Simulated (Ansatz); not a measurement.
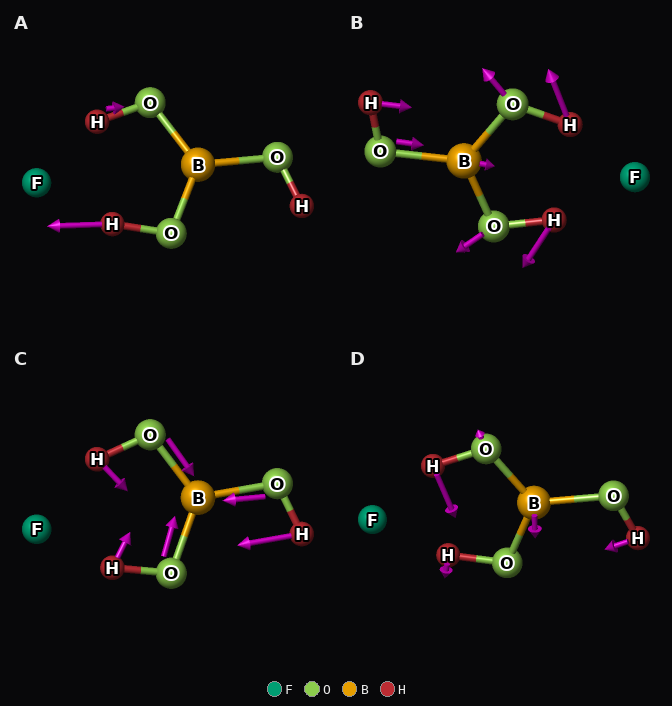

4 normal modes of one molecule or complex, as arrows. Charge −1, singlet. Harmonic vibrations computed with RKS PBE0-D4/def2-TZVP (Ansatz 0.2.0) at a stationary point of the same level.

Match the panels to the wavenumbers 563 cm⁻¹, 879 cm⁻¹, 1506 cm⁻¹, 2662 cm⁻¹.

A: 2662 cm⁻¹, O–H stretching
B: 563 cm⁻¹, O–B–O bending
C: 879 cm⁻¹, in-phase stretching of 3 B–O bonds
D: 1506 cm⁻¹
